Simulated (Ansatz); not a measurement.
**FH3Si···H2: density, localisation and related maps**

Input

```
crystal:
  periodic: [false, false, false]
  atoms:
    - { symbol: Si, position_ang: [-0.455164, 0.0, -0.403766] }
    - { symbol: H, position_ang: [0.16363, 0.0, 2.200788] }
    - { symbol: H, position_ang: [0.851157, 0.0, 0.300297] }
    - { symbol: H, position_ang: [-0.552603, 1.228208, -1.240161] }
    - { symbol: H, position_ang: [-0.552603, -1.228208, -1.240161] }
    - { symbol: F, position_ang: [-1.69633, 0.0, 0.623639] }
    - { symbol: H, position_ang: [-0.523788, 0.0, 2.399765] }
basis:
  gaussian: { orbitals: def2-SVP }
hamiltonian:
  xc: b3lyp
  dispersion: d4
relax:
  f_tol: 0.03
  max_steps: 50
output:
  orbitals: {}
```

Launched as:

```sh
ansatz run input.yaml --threads 1 --pin off --max-ram 2048MiB --backend cpu --events-out ev --progress --plain --runs-dir out
```

The fields are those of the run's last geometry, not of the input's.

Level of theory: RKS B3LYP-D4/def2-SVP (Ansatz).

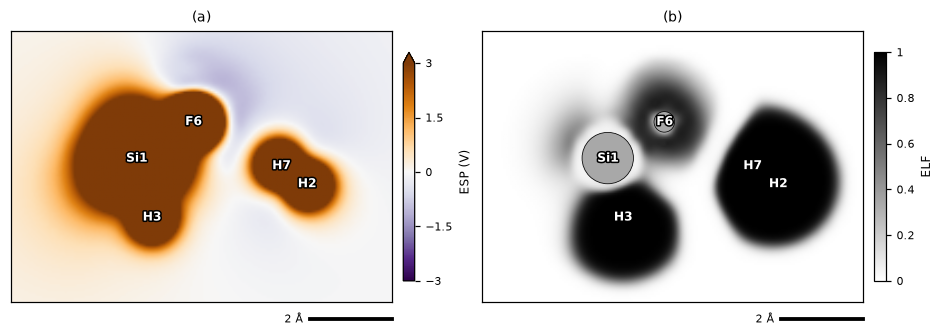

Figure 1. (a) electrostatic potential; (b) electron localisation function on the plane of atoms H3, Si1 and F6. Grey discs cover the atomic cores in the ELF map.

Q: What do the fields say about this system?

A: The plane passes through Si, H and F nuclei. F6···H7 (2.39 Å): the ELF dips to about 0 between them; a non-bonded, intermolecular contact. Si–F (1.63 Å): the ELF peaks at about 0.85 in the valence shell of F, 0.6 Å from its nucleus, and is about 0.45 at the midpoint. H–H (0.76 Å): the ELF peaks at about 1 between the atoms. Si–H (1.49 Å): the ELF climbs to about 1 towards the hydrogen, as it does in any bond to H. The ELF also peaks beside F6, away from the bonds: lone-pair regions. Outside the dense part of the complex the potential is most negative (−1.1 V) near F6.

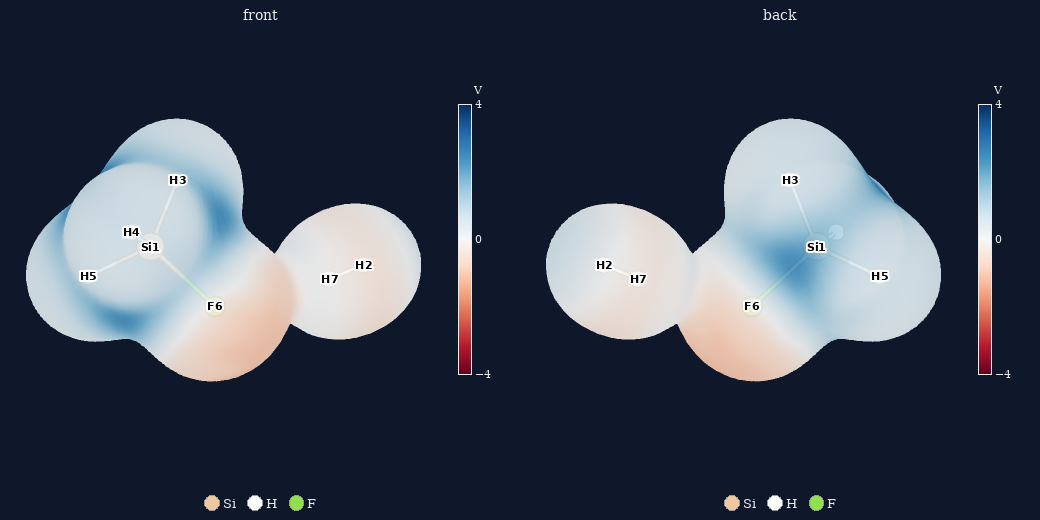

Figure 2. The electrostatic potential painted on the density surface at 0.004 e/bohr³, seen from the front and from behind; red is negative and blue positive.

Q: Where is the surface potential most negative and most positive?

A: The most negative region (about −1.0 V) lies over F6, the most positive (about +2.9 V) over Si1.
